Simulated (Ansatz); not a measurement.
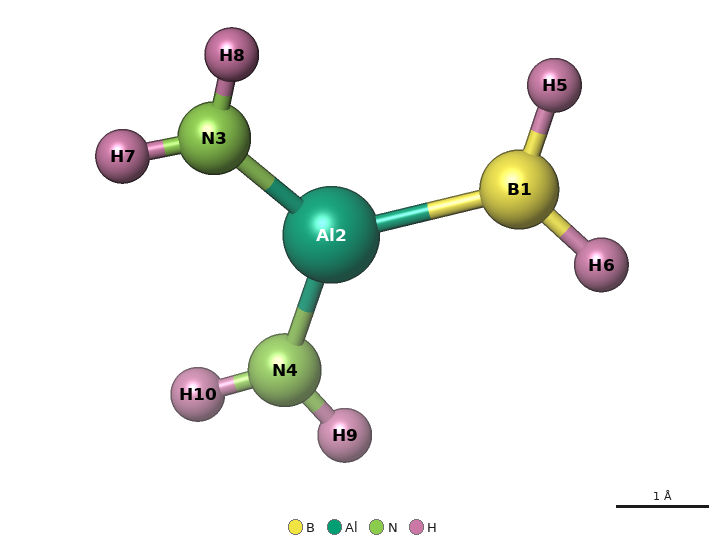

Orthographic view. Distant atoms are faded towards the background colour. The geometry was computed by an optimisation with PBE-D4/def2-SVP. No frequency run is at hand to confirm it as a minimum.

Give the geometry as a Z-matrix, atoms in numerical order, with these reference atoms: 2 to 1; 3 to 2, 1; 4 to 2, 3, 1; 5 to 1, 2, 4; 6 to 1, 5, 2; 7 to 3, 2, 4; 8 to 3, 7, 2; 9 to 4, 2, 3; 10 to 4, 9, 2.

```
B  
Al   1   2.126
N    2   1.797   1   120.8
N    2   1.796   3   118.0   1  -179.9
H    1   1.222   2   122.7   4   157.4
H    1   1.221   5   114.1   2   179.9
H    3   1.022   2   127.4   4     8.7
H    3   1.022   7   109.4   2  -178.9
H    4   1.022   2   123.2   3  -172.6
H    4   1.022   9   109.4   2   178.9
```
